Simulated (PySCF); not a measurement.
C3H4FN, SMILES `FCC1C=N1`.

Computed with PySCF, PBE0/6-311+G**, geometry: GFN2-xTB. No frequency check shows the geometry to be a minimum.

The calculation's input:

```python
import numpy as np
from pyscf import gto, scf, dft, tdscf
from pyscf.scf import atom_ks, atom_hf
from scipy.linalg import block_diag

def solve(mol, dm0=None, hcore=None):
    mf = (dft.UKS if mol.spin else dft.RKS)(mol, xc='pbe0')
    mf.grids.level = 3
    mf = mf.density_fit(auxbasis='def2-universal-jkfit')
    mf.conv_tol, mf.max_cycle = 1e-8, 80
    if hcore is not None:
        mf.get_hcore = lambda *args: hcore
    mf.kernel(dm0)
    if not mf.converged:
        mf = mf.newton().run(mf.mo_coeff, mf.mo_occ, max_cycle=30)
    assert mf.converged, 'SCF not converged'
    return mf

mol = gto.M(atom='''
F      1.83389     0.46299    -0.01240
C      0.90477    -0.52999     0.21958
C     -0.38254    -0.21636    -0.49822
C     -1.34013     0.72059     0.07224
N     -1.67461    -0.47599     0.21330
H      1.35018    -1.46268    -0.13977
H      0.75183    -0.57485     1.30282
H     -0.37213    -0.37399    -1.57103
H     -1.60522     1.73108     0.26482
''', basis='6-311+g**', charge=0, spin=0, verbose=4)
mf = solve(mol)
td = mf.TDA()
td.nstates, td.singlet, td.conv_tol = 4, True, 1e-5
td.kernel()
td.analyze()
x, y = np.array([p[0] for p in td.xy]), np.array([p[1] + 0 * p[0] for p in td.xy])
f, mu = td.oscillator_strength(), td.transition_dipole()
nto = [td.get_nto(state=i + 1, verbose=4) for i in range(len(td.e))]
# spherically averaged free atoms, for the promolecule
atm = atom_ks.get_atm_nrks(mol, xc='pbe0')
pro = block_diag(*[(atm[a[0]][2] * atm[a[0]][3]) @ atm[a[0]][2].T for a in mol._atom])
np.savez('result.npz', e=td.e, f=f, ok=td.converged, w=[n[0] for n in nto], nto=[n[1] for n in nto], x=x, y=y, c=mf.mo_coeff, occ=mf.mo_occ, eps=mf.mo_energy, pro=pro, mu=mu)
```

Command:

```sh
OMP_NUM_THREADS=1 python input.py
```

The run took 3.9 min on 1 thread of Arm Neoverse V2, with other jobs on the host, peak memory 0.67 GiB.

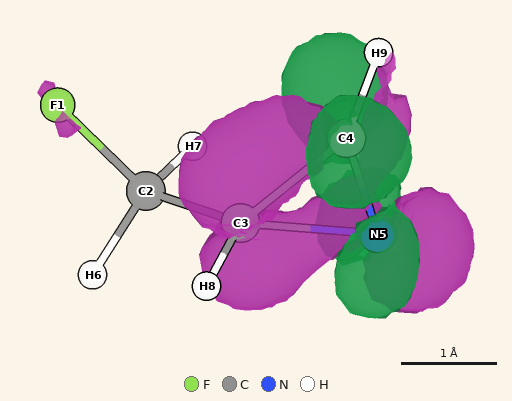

Unrelaxed difference density of S₁ less the ground state (TDA singlet states), ±0.06 e/Å³; green: gain, purple: loss.

### How does the charge move on excitation?

0.70 e is displaced in all, of which about 0.3 e passes between atoms: C3 (0.22 e) loses electrons and C4 (0.23 e) and H9 (0.04 e) gain them. The state: 5.06 eV (245 nm), f = 0.001 (very weak); the leading pair carries 100 %; hole on N5 (38 %), C3 (29 %) and C4 (20 %), electron on C4 (42 %), N5 (38 %) and H9 (8 %); their centroids lie 0.5 Å apart.
